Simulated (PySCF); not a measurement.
```xyz
2

K     0.0000    0.0000   -0.0571
H     0.0000    0.0000    2.2079
```

Theory: PBE0/def2-TZVP, non-relativistic Hamiltonian with scalar-relativistic core potentials where named, at a bond length of 2.265 Å in PySCF 2.14.0.

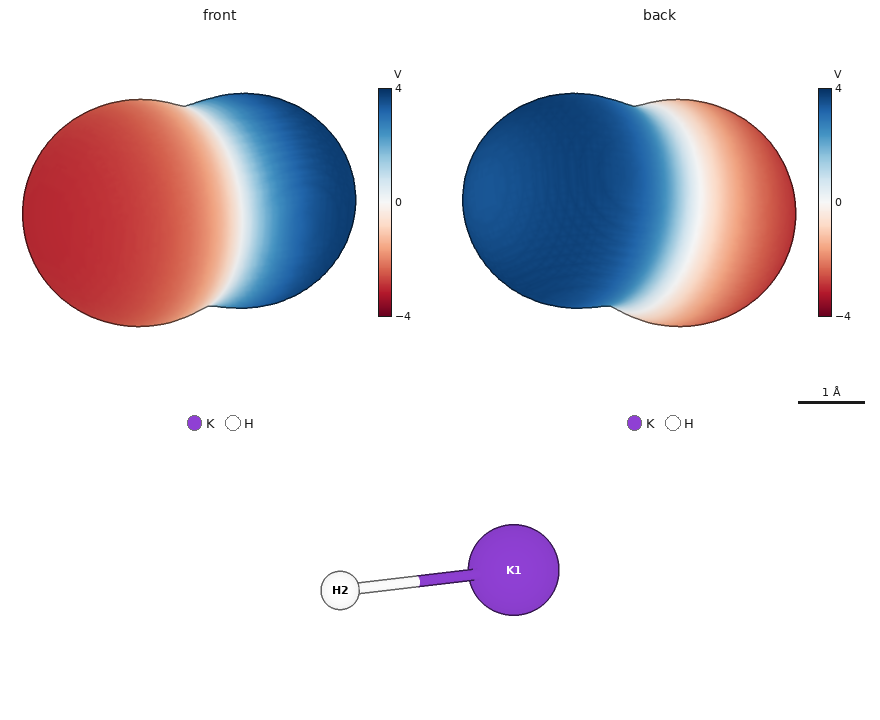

KH. The molecular electrostatic potential painted on the density surface at 0.002 e/bohr³, seen from the front and from behind; the colour scale runs from red (negative) to blue (positive). The bare structure is drawn below in the same view.

Q: Describe the electrostatic potential map.

A: The most negative region (about −3.0 V, or −69 kcal/mol for a unit charge) lies over H2, the most positive (about +3.8 V, or +88 kcal/mol for a unit charge) over K1.
